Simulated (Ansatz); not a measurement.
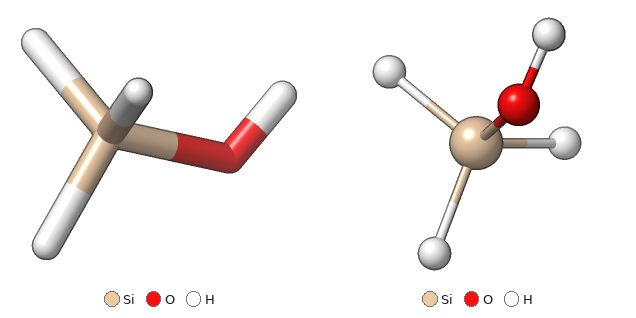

Two views of one molecule.

The geometry was computed by an optimisation with PBE0-D4/def2-TZVP.

Describe the molecule.

The molecule is H4OSi. This geometry has Cs symmetry. Coordination: 1 Si tetrahedral; 1 O bent.

More results for the same structure follow; atom numbers are the same in all pictures, views and colours differ.

**Shape**

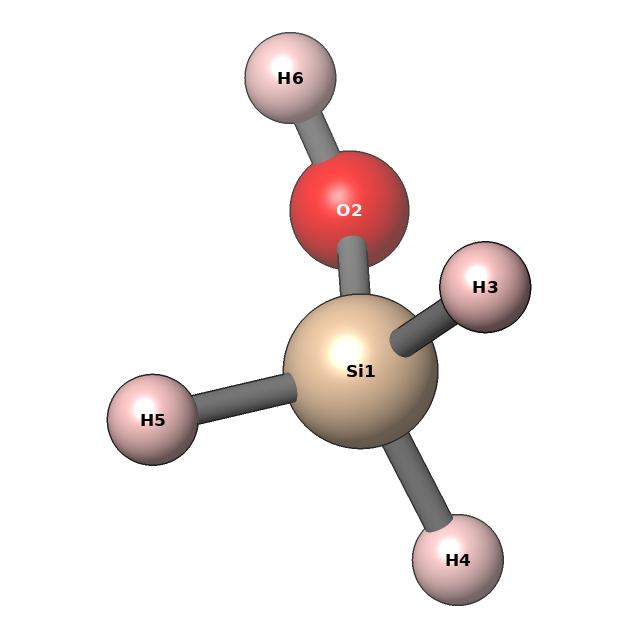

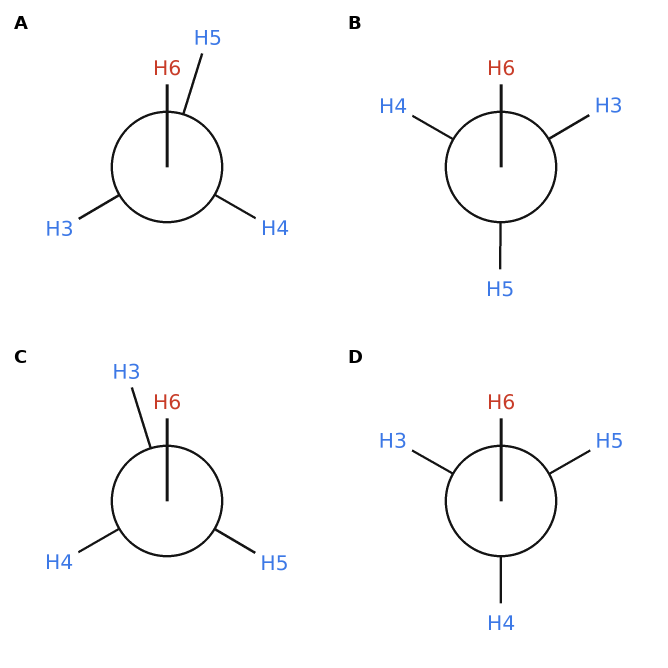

Atoms fade into the background with distance from the viewer. Bonds that would overlap in a projection are set slightly apart.

> Which Newman projection shows the view along O2–Si1, with O2 in front?

D. The torsion angle H6–O2–Si1–H3 is −60°, synclinal (gauche).

**Dipole moment**

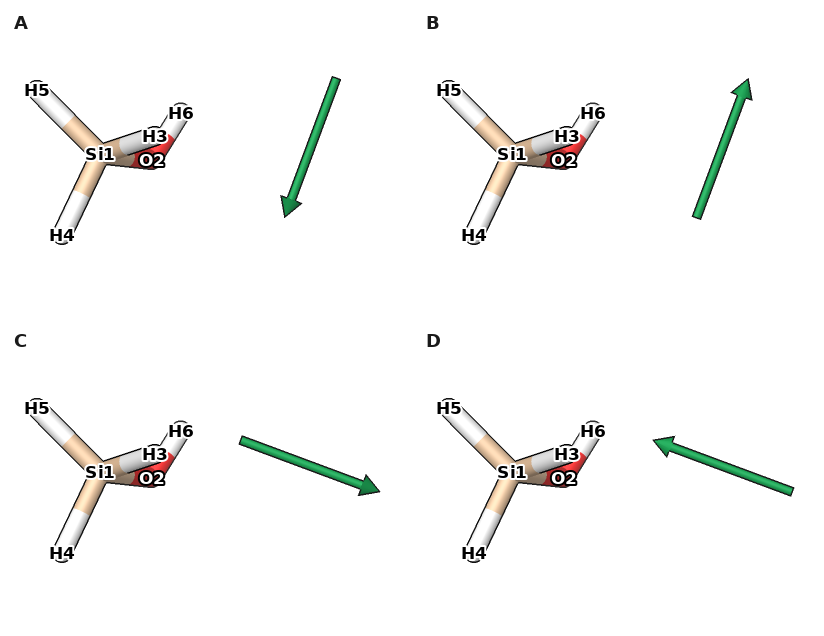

The same molecule four times, each with an arrow. Level of theory: RKS PBE0-D4/def2-TZVP (Ansatz 0.2.0).

> Which arrow points along the dipole moment, from the negative to the positive end?

B. The dipole moment is 1.36 D; it points from the side of H4 to the side of H6 (the outermost atoms at the two ends).

**Vibrations**

Harmonic vibrations computed with RKS PBE0-D4/def2-TZVP (Ansatz 0.2.0) at a stationary point of the same level.

> List the wavenumbers.

12 modes: 195, 680, 719, 847, 908, 947, 967, 993, 2209, 2214, 2261, 3932 cm⁻¹.

**Electronic properties**

Method: RKS PBE0-D4/def2-TZVPP (Ansatz 0.2.0).

Computed properties:

- HOMO energy (Kohn–Sham orbital): −8.73 eV
- LUMO energy (Kohn–Sham orbital): 0.04 eV
- HOMO–LUMO gap: 8.77 eV
